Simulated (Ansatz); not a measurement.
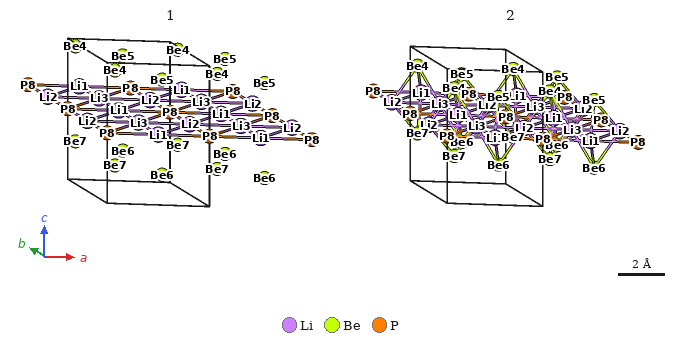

Two geometries of a crystal of Li₃Be₄P (a generated structure, set up in P6/mmm) (coarse preliminary run), drawn at one scale. One is the start of a relaxation, the other its converged end. The picture is a ball-and-stick view of the cell of the calculation, repeated 2 × 2 × 1 with one cell outlined, seen slightly off an axis.

Theory: DFT PBE, scalar-relativistic, plane waves, PAW in Ansatz. (plane-wave cutoff 420 eV; k-point mesh 6 × 6 × 4; occupations gaussian; smearing width 0.1 eV; no spin polarisation; cell and atoms relaxed; force threshold 0.04 eV/Å; at most 70 steps)

Which geometry has the lower energy?

Answer. Structure 1 is the relaxed one. After 5 accepted moves (6 points after the start) the energy has fallen by 578 meV per atom. The largest force component goes from 3.5 to 0.007 eV/Å. Pressure: 18.63 GPa at the start and 0.09 GPa at the end. At 1 point the geometry stayed and the basis and grid were re-selected for the new cell (energy shift of 0.6 meV per atom at most each time). The largest moves relative to the cell, 0.55 Å, are those of Be4, Be5, Be6 and Be7. Be6 goes along −c. Li and P stay in place. Cell: a = b 4.282 → 4.585 Å (+7.1 %), c 6.167 → 6.457 Å (+4.7 %). Volume +20.1 %. Near-neighbour distances that change, for instance: Be4–Be7 3.058 → 2.095 Å, Li1–Be4 1.986 → 2.551 Å, Li1–Li2 2.141 → 2.293 Å, Li1–P8 2.141 → 2.293 Å. New bonds form: Be4–Be7 (3.06 → 2.09 Å), Be5–Be6 (3.06 → 2.09 Å). The space group stays P6/mmm (No. 191). Cost: 23 s on 1 thread of Arm Neoverse V1, with other jobs on the host, peak memory 0.37 GiB.
